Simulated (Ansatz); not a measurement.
# What a change does: single-point calculation on Al₂H₄Br₂

System: Al₂H₄Br₂, multiplicity 3.
Method of run A: UKS PBE-D4/def2-TZVP (Ansatz 0.2.0).

The geometry comes from this level: PBE0-D4/def2-SVP. Text and figures count atoms from 1; the logs count them from 0 in places.

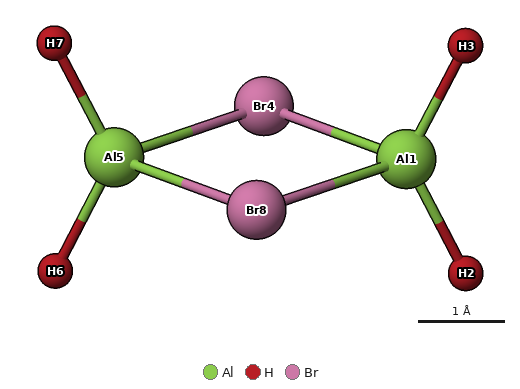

**Figure 1.** The input geometry (ball-and-stick view, seen at a tilt; atoms are numbered from 1 in the order of the input). Sticks mark near contacts. Bond lengths as drawn: Al–Br 2.47 Å and Al–H 1.58 Å.

Input file, run A:
```yaml
crystal:
  periodic: [false, false, false]
  atoms:
    - {symbol: Al, position_ang: [-0.862712, -0.515592, 1.382872]}
    - {symbol: H, position_ang: [-1.335941, -2.020291, 1.382212]}
    - {symbol: H, position_ang: [-1.090293, 0.568452, 2.505868]}
    - {symbol: Br, position_ang: [1.535085, -0.480775, 0.778398]}
    - {symbol: Al, position_ang: [0.862689, 0.515392, -1.382965]}
    - {symbol: H, position_ang: [1.087911, -0.571971, -2.503224]}
    - {symbol: H, position_ang: [1.337922, 2.019454, -1.386733]}
    - {symbol: Br, position_ang: [-1.534651, 0.485331, -0.776429]}
basis:
  gaussian: {orbitals: def2-TZVP, initial_orbitals: start.molden}
magnetization: {spin_polarized: true, initial_magnetization: 2}
hamiltonian: {xc: pbe, dispersion: d4}
scf: {omitted_lower_state_checks: [starts]}
output: {orbitals: {seedname: orbitals}}
```

Command:
```bash
ansatz run in.yaml --threads 4 --pin off --events-out ev --progress --plain --max-ram 3916MiB
```

Hardware: 4 threads of Arm Neoverse V1, 23 GiB of memory available, shared host.

Output (run A):
```
Functional definition: PBE
  parameter kappa = 0.804
  parameter beta = 0.06672455060314922
  exchange = pbe_x(kappa = kappa, mu = beta*pi^2/3)
  correlation = pbe_c(beta = beta)
these checks for a lower state are left out or cut short: starts
1446 factors; their error is unknown
mean field evaluation 1: about -153321.8877 eV, gradient 1.0e1 eV
mean field evaluation 2: about -153322.0033 eV, gradient 1.6e-1 eV
mean field evaluation 4: about -153321.9529 eV, gradient 4.8e-4 eV
mean field -153321.95294037 eV, -5634.4778452063 hartree, gradient 8.3e-6 eV, S^2 2.003168; 0 other end points of the search recorded, 0 dependent functions left out
reference -153321.95299495 eV, -5634.4778472122 hartree; 51, 49 occupied and 143, 145 virtual orbitals, 1446 factors
Total energy: -153322.20551478 eV, -5634.4871271445 hartree
Checks for a lower state left out: starts
```

The input of run B differs as follows (lines with − go, lines with + come):
```diff
-magnetization: {spin_polarized: true, initial_magnetization: 2}
-output: {orbitals: {seedname: orbitals}}
+output: {forces: true, orbitals: {seedname: orbitals}}
```

How does run B compare with run A?

The total energies belong to different methods, so their difference says nothing on which is more stable or more accurate. The HOMO goes from −2.33 to −6.99 eV. The LUMO goes from −7.25 to −1.80 eV. On the same kind of shared host run B took about 0.55 times as long.

Output (run B):
```
Functional definition: PBE
  parameter kappa = 0.804
  parameter beta = 0.06672455060314922
  exchange = pbe_x(kappa = kappa, mu = beta*pi^2/3)
  correlation = pbe_c(beta = beta)
these checks for a lower state are left out or cut short: starts
1446 factors; their error is unknown
mean field evaluation 1: about -153326.9089 eV, gradient 1.4e1 eV
mean field evaluation 2: about -153327.0304 eV, gradient 1.6e-1 eV
mean field evaluation 4: about -153326.9788 eV, gradient 1.5e-4 eV
mean field -153326.97880471 eV, -5634.6625423143 hartree, gradient 2.7e-5 eV, S^2 0.000000; 0 other end points of the search recorded, 0 dependent functions left out
the calculation of the forces begins
reference -153326.97885475 eV, -5634.6625441531 hartree; 50, 50 occupied and 144, 144 virtual orbitals, 1446 factors
Total energy: -153327.23137457 eV, -5634.6718240854 hartree
Atom 0 at    -0.862712    -0.515592     1.382872 Å, force     0.026127     0.015521    -0.041743 eV/Å
Atom 1 at    -1.335941    -2.020291     1.382212 Å, force    -0.029395    -0.080190     0.008204 eV/Å
Atom 2 at    -1.090293     0.568452     2.505868 Å, force    -0.016806     0.052513     0.065739 eV/Å
Atom 3 at     1.535085    -0.480775     0.778398 Å, force     0.129292    -0.040571     0.065560 eV/Å
Atom 4 at     0.862689     0.515392    -1.382965 Å, force    -0.026086    -0.015597     0.041773 eV/Å
Atom 5 at     1.087911    -0.571971    -2.503224 Å, force     0.016667    -0.052656    -0.065669 eV/Å
Atom 6 at     1.337922     2.019454    -1.386733 Å, force     0.029483     0.080143    -0.008387 eV/Å
Atom 7 at    -1.534651     0.485331    -0.776429 Å, force    -0.129282     0.040836    -0.065477 eV/Å
Dipole moment:     0.000020     0.000292     0.000116 e Å
Checks for a lower state left out: starts
```

The two runs side by side:

```csv
quantity,run A,run B
outcome,converged,converged
total energy (hartree),−5634.487127,−5634.671824
HOMO (eV),−2.33,−6.99
LUMO (eV),−7.25,−1.80
⟨S²⟩,2.003,–
basis functions,194,194
dipole moment (D),–,0.00
largest force (eV/Å),–,0.151
wall time (shared host),4.5 s,2.5 s
```
